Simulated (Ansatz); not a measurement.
Take Bi₂Te₃ in the Bi2Te3 type structure (space group R-3m, No. 166; a = 4.315 Å, c = 29.619 Å (hexagonal axes)) as the base.

Perturbation: a hydrostatic pressure of 0.7 GPa.

The values are results of Ansatz (a quantum-chemistry and plane-wave program) PBEsol-D3(BJ), no spin-orbit coupling, not measurements.

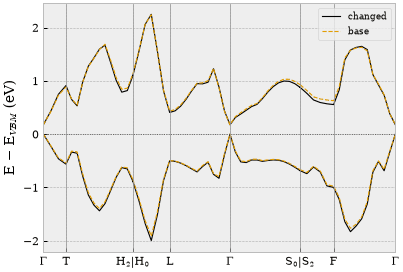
Figure. Highest valence and lowest conduction band along the path, each from its own valence-band maximum

Question: From the figure, how large is the changed gap, and is it direct?

Answer: About 0.2 eV, direct at Γ.

With Bi and Te present, leaving out spin-orbit coupling can change the band edges. Load acts through the strain it causes; cell and atoms are relaxed under it. Whether these cells are dynamically stable was not tested.
